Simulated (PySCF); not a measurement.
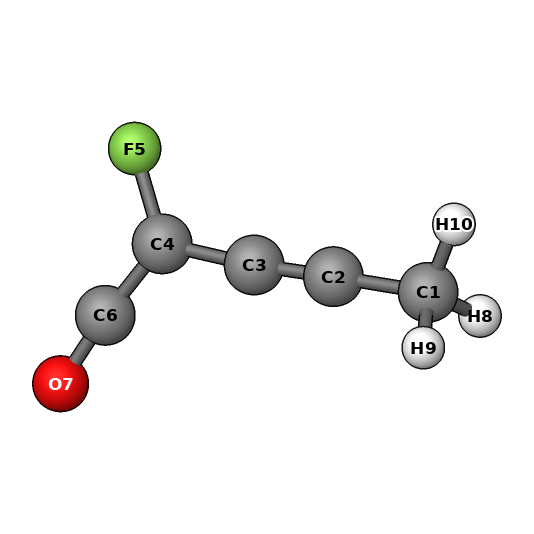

The geometry was computed by an optimisation with GFN2-xTB. No frequency run is at hand to confirm it as a minimum. Level of theory: GIAO PBE0/pcSseg-1 NMR shielding, non-relativistic, gas phase (PySCF 2.14.0). Principal shieldings σ11 ≤ σ22 ≤ σ33, span Ω = σ33 − σ11, skew κ = 3(σiso − σ22)/Ω.

Give the shielding tensors of the O atoms.

```
atom     σ11     σ22    σ33    σiso      Ω      κ
  O7  −731.4  −238.5  184.7  −261.7  916.0  −0.08
```

Shieldings and span in ppm.
